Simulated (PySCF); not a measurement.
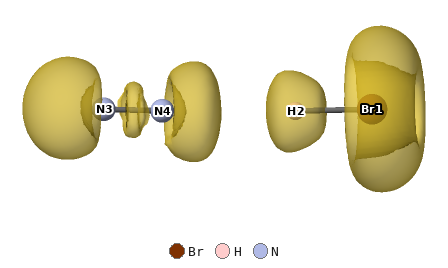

Figure 1: HBr···N2. Isosurface of the electron localisation function at 0.8 (yellow), seen from one side. Core shells and regions of very low density are left out.

Geometry: PBE0-D3(BJ)/def2-TZVPD.

Method: wB97M-D3(BJ)/def2-TZVPD, SCF density, gas phase (PySCF).

Q: Describe the localisation domains.

A: At this value the surface marks out one region between bonded N–N atoms (shared pairs), one region around a hydrogen nucleus, one ring or bowl of non-bonding electrons around Br and two lobes on N, pointing away from the bonds (lone pairs). Along the contacts the grid gives the following. N4···H2 (2.45 Å): the ELF dips to about 0.05 between them. N–N (1.09 Å): the ELF peaks at about 0.90 between the atoms: a short, multiple covalent bond.
